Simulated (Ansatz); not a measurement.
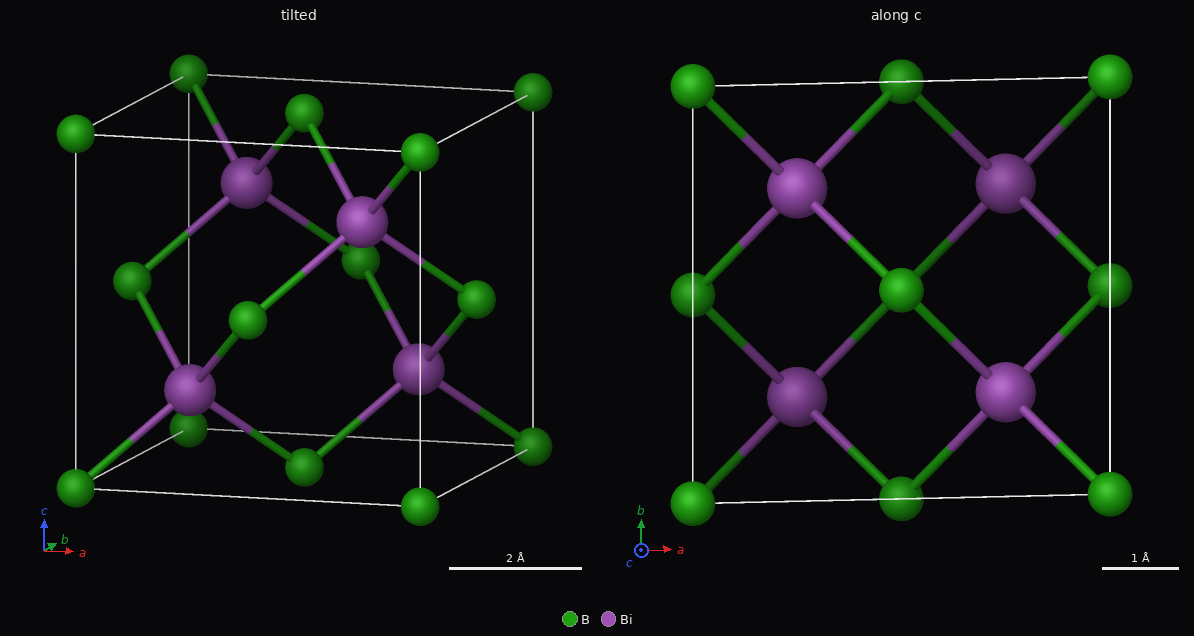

This ball-and-stick model is shown slightly off an axis and along the c axis. Atoms at the boundary of the drawn cell (a repeat of the simulation cell) (the box) are drawn once for each face, edge or corner they touch.

BiB, a = 5.490 Å, b = 5.490 Å, c = 5.490 Å, α = 90.00°, β = 90.00°, γ = 88.70°. Strictly the space group is Imm2 (No. 44, within 0.01 Å). It is a distorted form of a face-centred cubic structure, space group F-43m (No. 216) within 0.25 Å: zinc blende (sphalerite type). Its origin is a structure type filled with these elements by a generator (whether the compound takes this form wasn't checked). The cell was then strained or its atoms displaced on purpose. It was run through Ansatz as a DFT input.

This one geometry was computed with Ansatz (DFT, plane waves, PAW) at three levels of theory: PBE, r2SCAN and HSE06. It was relaxed with r2SCAN and then strained.

Question: Which level gives the highest pressure at this volume, and what does that say about its equilibrium volume?

Answer: Highest: PBE (1.3 GPa), which points to the largest equilibrium volume. Lowest, with the smallest volume: HSE06 (-1.8 GPa). Levels within 0.5 GPa of each other can't be told apart.

Question: How does the band gap change with the level of theory?

Answer: PBE: a gap of 0.20 eV, direct; r2SCAN: a gap of 0.29 eV, direct; HSE06: a gap of 0.75 eV, indirect.

Question: Collect the results in a table.

Answer:
| level | cutoff (eV) | k-mesh of the run's cell | gap (eV) | pressure (GPa) |
| --- | --- | --- | --- | --- |
| PBE | 420 | 8×8×8 | 0.20 | 1.3 |
| r2SCAN | 500 | 8×8×8 | 0.29 | 0.0 |
| HSE06 | 420 | 6×6×6 | 0.75 | -1.8 |

Gaps are taken on the k-mesh or band path of each run.
